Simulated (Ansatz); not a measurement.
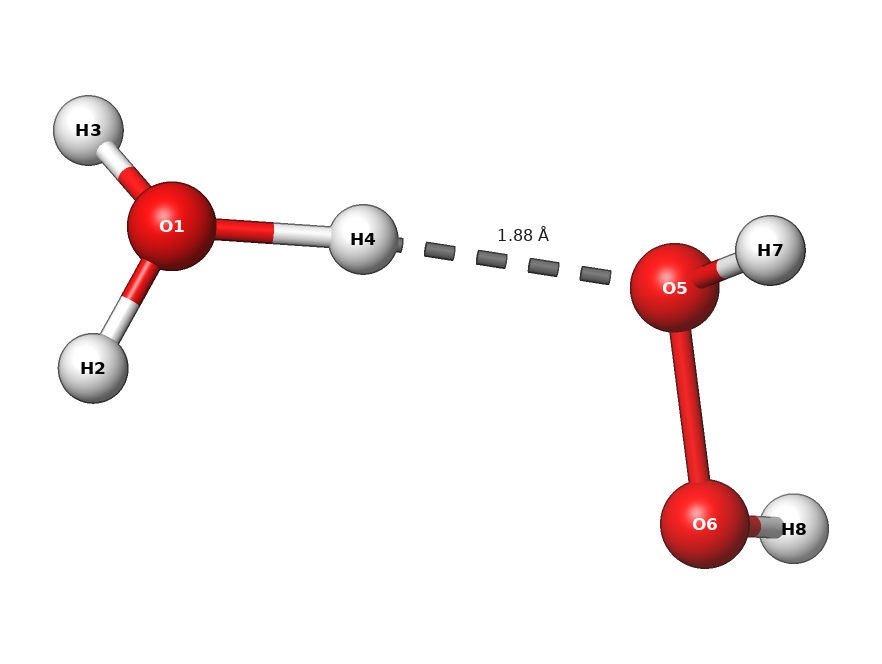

Two molecules or ions; the broken line marks their closest contact (measured against van der Waals radii). State: charge +1, singlet. Geometry: a pair of rigid molecules at a changed separation. Program: Ansatz 0.2.0.

Q: Which two species are they?

A: H3O and H2O2 (`OO.[OH3+]`).

Give the counterpoise-corrected interaction energy (kcal/mol, monomers kept as in the pair) with RHF-CCSD(T) (frozen core)/def2-TZVPPD; PBE-D4/def2-TZVPPD; PBE0-D4/def2-TZVPPD; B3LYP-D4/def2-TZVPPD; ωB97M-V/def2-TZVPPD.

```
                                level  interaction energy (kcal/mol)
RHF-CCSD(T) (frozen core)/def2-TZVPPD                          −26.9
                   PBE-D4/def2-TZVPPD                          −29.8
                  PBE0-D4/def2-TZVPPD                          −28.7
                 B3LYP-D4/def2-TZVPPD                          −28.7
                  ωB97M-V/def2-TZVPPD                          −28.0
```
